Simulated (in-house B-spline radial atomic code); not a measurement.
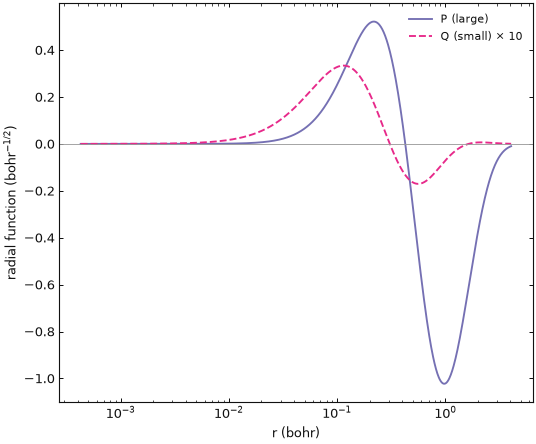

Ag⁵⁺ (Z = 47, 42 electrons) in the configuration [Kr] 4d6 (open shells shared over both j by 2j + 1). Level of theory: Dirac-Hartree-Fock, average of configuration, Fermi nucleus, basis-set limit. Computed with an in-house B-spline radial code.

The plot shows the large and small radial components of one occupied spinor.

> Which spinor (n, l, j) is it?

It is 4d3/2. The spinor has κ = 2: the large component has l = 2 and 1 radial node (r = 0.427 bohr), the small one has l = 1. The small component carries 0.027 % of the norm; ⟨r⟩ = 1.15 bohr and the eigenvalue is −86.5 eV. The nodes of P give n − l − 1 and its extent picks the shell; Q has as many nodes as P for κ < 0 and one more for κ > 0.
